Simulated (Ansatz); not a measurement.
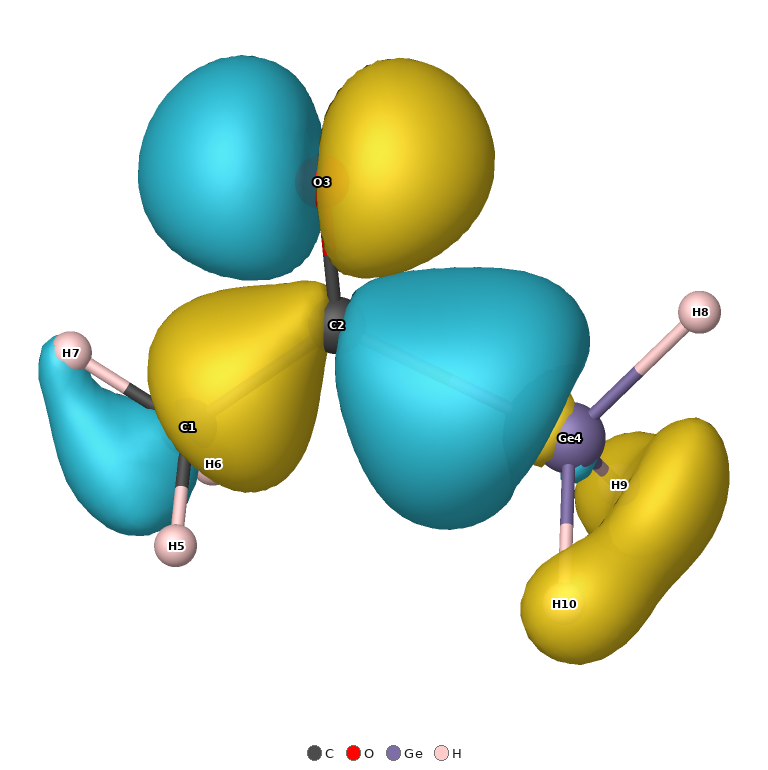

Figure 1: C$_{2}$H$_{6}$GeO. One frontier orbital at ±0.1 Å⁻³ᐟ² (yellow and cyan are the two phases), seen at a tilt.

Geometry: PBE0-D4/def2-TZVP.

Method: RKS PBE0-D4/def2-TZVPP in Ansatz.

Input file:

```
crystal:
  periodic: [false, false, false]
  atoms:
    - {symbol: C, position_ang: [-0.388972, 1.096646, -0.938672]}
    - {symbol: C, position_ang: [-0.253224, -0.369555, -0.642059]}
    - {symbol: O, position_ang: [-0.570799, -1.222927, -1.427607]}
    - {symbol: Ge, position_ang: [0.494876, -0.895453, 1.158153]}
    - {symbol: H, position_ang: [0.589353, 1.580213, -0.856852]}
    - {symbol: H, position_ang: [-1.034619, 1.564214, -0.188798]}
    - {symbol: H, position_ang: [-0.801339, 1.249780, -1.936635]}
    - {symbol: H, position_ang: [0.557154, -2.424010, 1.226800]}
    - {symbol: H, position_ang: [-0.408221, -0.341145, 2.274720]}
    - {symbol: H, position_ang: [1.898792, -0.289064, 1.333848]}
basis:
  gaussian: {orbitals: def2-TZVPP}
hamiltonian: {xc: pbe0, dispersion: d4}
output: {orbitals: {seedname: orbitals}}
```

Launched as:

```sh
ansatz run in.yaml --threads 4 --pin off --events-out ev --progress --plain --max-ram 10444MiB
```

Question: Which orbital is it: HOMO or LUMO?

Answer: The HOMO, at −6.88 eV. By Hirshfeld shares it lies mainly on O3 (about 45 %), Ge4 (about 20 %), C2 (about 15 %) and C1 (about 10 %).
